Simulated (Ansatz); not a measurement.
CH3AlSi2

| atom | x (Å) | y (Å) | z (Å) |
| --- | --- | --- | --- |
| Si | -0.9196 | 1.1502 | -0.5733 |
| Al | 0.4883 | -0.6316 | 0.3071 |
| C | 1.5329 | -1.9351 | 0.9582 |
| Si | 2.5422 | -3.1589 | 1.5821 |
| H | -1.7037 | 0.6499 | -1.7538 |
| H | -1.8757 | 1.6183 | 0.4875 |
| H | -0.0643 | 2.3072 | -1.0077 |

Theory: Ansatz, UKS PBE0/6-31G.

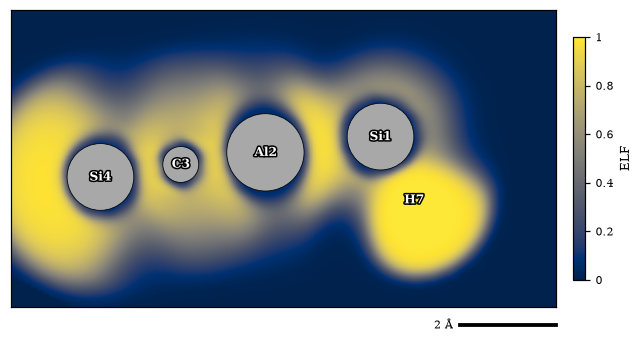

Figure 1. Electron localisation function on the plane of atoms Al2, Si1 and H7. Grey discs cover the atomic cores.

> What does the map show?

Atoms in the plane: Si, Al, C and H.
C–Si (1.70 Å): the ELF peaks at about 0.90 between the atoms: a covalent bond.
C–Al (1.79 Å): the ELF peaks at about 0.90 between the atoms, as expected for a polar covalent bond.
Al–Si (2.44 Å): the ELF peaks at about 0.95 between the atoms, as expected for a covalent bond.
Si–H (1.50 Å): the ELF climbs to about 1 towards the hydrogen, as it does in any bond to H.
The ELF also peaks beside Si4, away from the bonds: lone-pair regions.

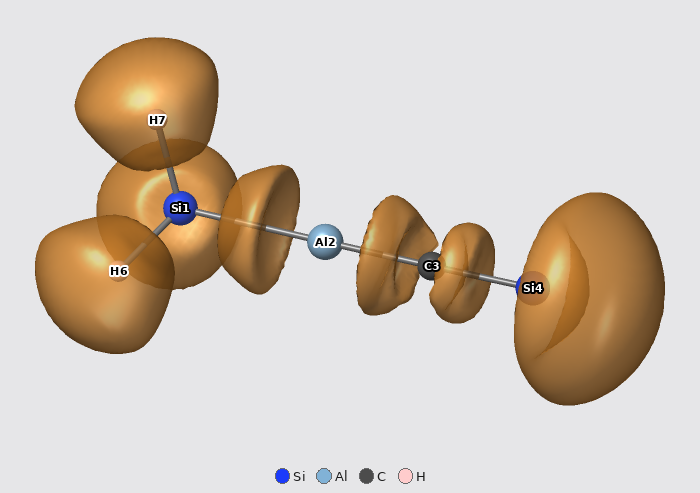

Figure 2. Isosurface of the ELF at 0.8 (orange), seen at a tilt. Only the valence region is drawn (cores and ρ < 0.01 e/Å³ removed).

> What do the ELF domains correspond to?

The ELF exceeds this value in one region between bonded Al–Si atoms (shared pairs), one region between bonded C–Si atoms (shared pairs), three regions around hydrogen nuclei, one lobe of the valence shell of C pointing towards Al (polar bonds) and one lobe on Si, pointing away from the bonds (lone pairs).

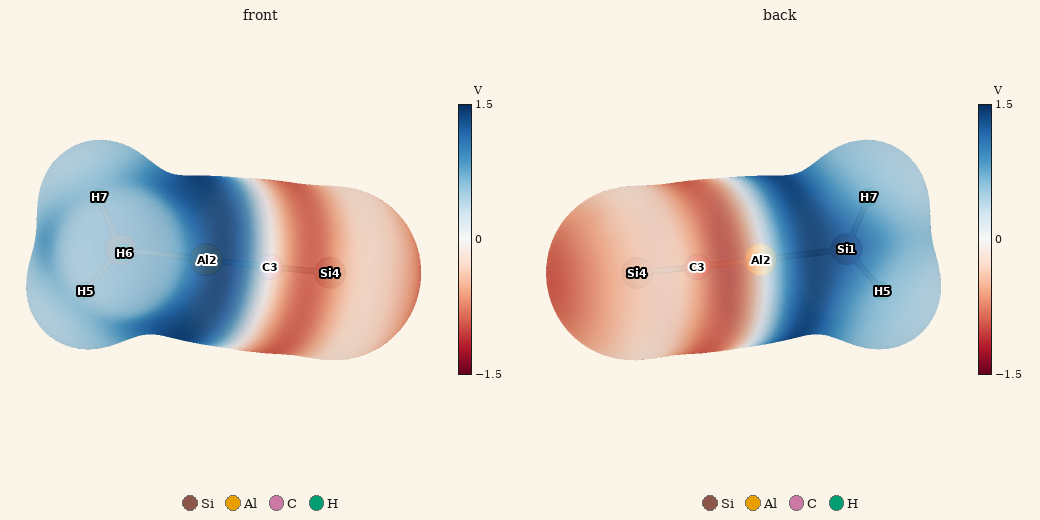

Figure 3. The molecular electrostatic potential painted on the density surface at 0.001 e/bohr³, seen from the front and from behind; the colour scale runs from red (negative) to blue (positive).

> Describe the electrostatic potential map.

The most negative region (about −0.9 V) lies over C3 and Si4, the most positive (about +1.4 V) over Al2.
